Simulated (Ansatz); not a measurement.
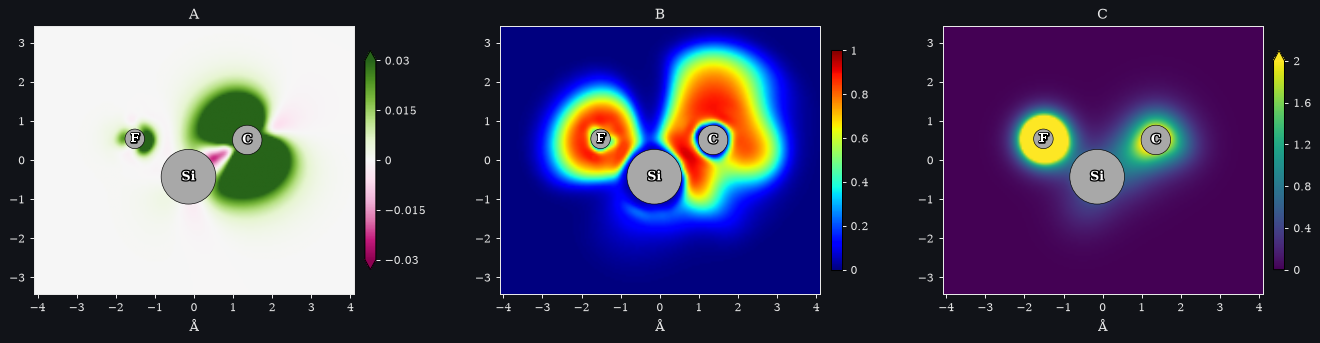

CH2F2Si (charge −1, doublet): 3 fields on the plane of atoms C1, Si4 and F3, with unlabelled colour scales. Grey discs cover the atomic cores.

Geometry: B3LYP-D3(BJ)/def2-SVPD.

Theory: Ansatz, isolated molecule in a Gaussian basis; Kohn-Sham density functional theory, functional PBE0.

Which field does each panel show? The fields are: electron density, electron localisation function and spin density.

Panel A: spin density (confined to the atoms that carry the unpaired spin). Panel B: electron localisation function. Panel C: electron density. From the grid: Si–F (1.68 Å): ρ at the midpoint is about 0.95 e/Å³; the ELF peaks at about 0.85 in the valence shell of F, 0.7 Å from its nucleus, and is about 0.50 at the midpoint. C–Si (1.77 Å): the density is about 1.1 e/Å³ at the midpoint; the ELF peaks at about 0.90 between the atoms (a covalent bond).
